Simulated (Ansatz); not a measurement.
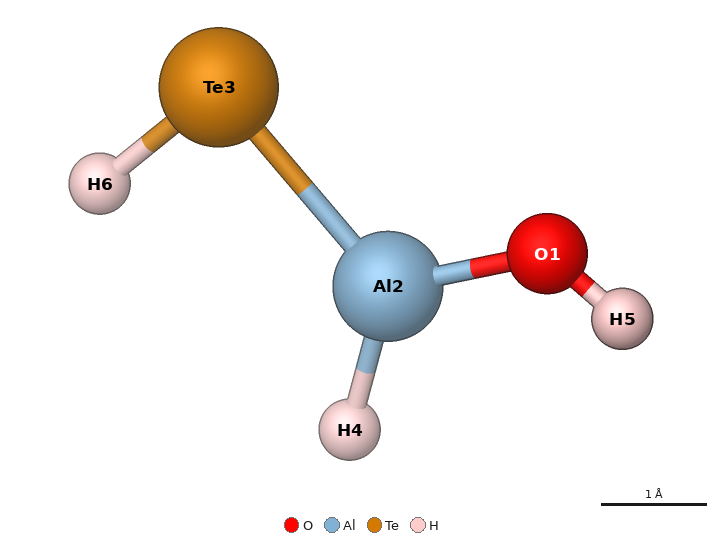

Orthographic view. Atoms fade into the background with distance from the viewer. The geometry was computed by an optimisation with PBE0-D4/def2-TZVP. No frequency run is at hand to confirm it as a minimum.

Write a Z-matrix (Å, degrees) in the order of the atom numbers, with these reference atoms: 2 to 1; 3 to 2, 1; 4 to 2, 1, 3; 5 to 1, 2, 4; 6 to 3, 2, 4.

```
O  
Al   1   1.693
Te   2   2.520   1   114.2
H    2   1.580   1   122.6   3   180.0
H    1   0.956   2   124.0   4     0.0
H    3   1.659   2    89.0   4     0.0
```
